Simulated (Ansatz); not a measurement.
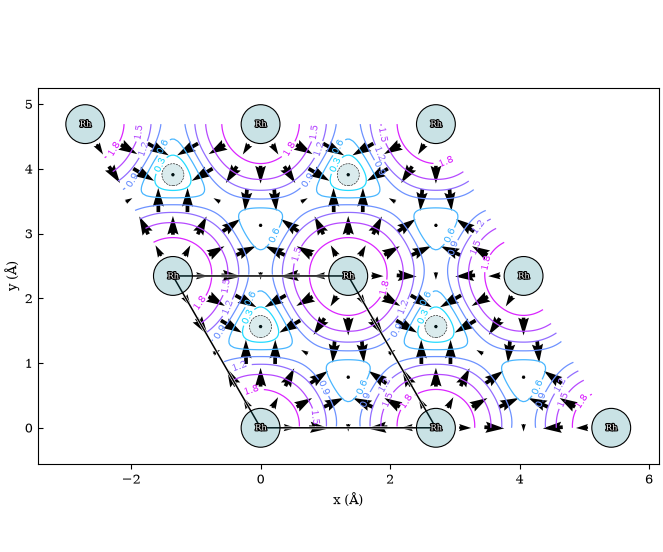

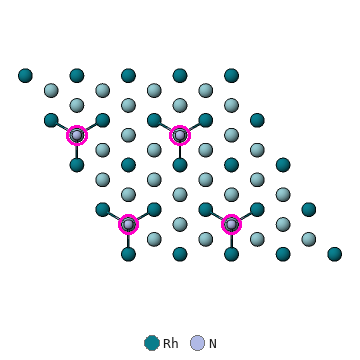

Energy landscape of N on a Rh(111) slab cut from the Fm-3m phase, its upper half relaxed before the scan (12 atoms of substrate and one adsorbate in a 2 × 2 cell). N is moved over the surface cell; relaxed at each place: the height of the adsorbate's atoms; substrate rigid; the origin of the map has the adsorbate above Rh9. Places are given modulo a cell vector. The map is drawn in real space over the plane of the surface. The scan uses a 6 × 6 grid; 10 points were computed and 26 follow by symmetry. Places are given in fractions of the 1 × 1 surface cell. Energies: eV, counted from the lowest grid point. All numbers below come from DFT PBE, scalar-relativistic, plane waves, PAW in Ansatz. Settings: cutoff 420 eV, k-mesh 6×6×1, gaussian smearing 0.1 eV, no spin polarisation.

In the figure: contour lines labelled in eV, arrows along the force (downhill), their lengths compressed, labelled circles for the atoms of the top layer and small ones for the second layer, the outline of one cell of the 2 × 2 shown. Between grid points the surface is interpolated. The second picture is the structure at the lowest point; rings mark the moved atoms.

Where are the wells?

Answer. The lowest grid point is at a threefold hollow over a second-layer Rh atom, (2/6, 4/6) of the cell vectors. There is a further well near a threefold hollow over a third-layer Rh atom, (4/6, 2/6) of the cell vectors (0.32 eV above the lowest at that grid point). The highest grid point, the top site over a surface Rh atom, (0/6, 0/6) of the cell vectors, lies 2.05 eV above the lowest. On the interpolated surface the easiest way out of the lowest well to the well at a threefold hollow over a third-layer Rh atom, (4/6, 2/6) of the cell vectors passes a barrier of about 0.74 eV. At the lowest point the adsorbate has 3 Rh at 1.91 Å as nearest neighbours, at the highest 1 Rh at 1.69 Å. Its relaxed height above the top atom is 1.10 Å at the lowest and 1.69 Å at the highest point.

Grid values (eV):

| second ↓, first → | 0/6 | 1/6 | 2/6 | 3/6 | 4/6 | 5/6 |
| --- | --- | --- | --- | --- | --- | --- |
| 5/6 | 1.91 | 1.57 | 0.70 | 0.70 | 1.57 | 1.91 |
| 4/6 | 1.41 | 0.70 | 0.00 | 0.70 | 1.41 | 1.60 |
| 3/6 | 0.73 | 0.70 | 0.70 | 0.73 | 0.84 | 0.84 |
| 2/6 | 1.41 | 1.57 | 1.41 | 0.84 | 0.32 | 0.84 |
| 1/6 | 1.91 | 1.91 | 1.60 | 0.84 | 0.84 | 1.60 |
| 0/6 | 2.05 | 1.91 | 1.41 | 0.73 | 1.41 | 1.91 |

Each point was launched as `ansatz run input.yaml --threads 4 --pin off --max-ram 12288MiB --backend cpu --events-out ev --progress --plain --runs-dir out`. The whole map (10 points run) took 6 min on 4 threads of Intel(R) Xeon(R) 6975P-C (Granite Rapids) (shared host).

PAW datasets: the set soft_1.
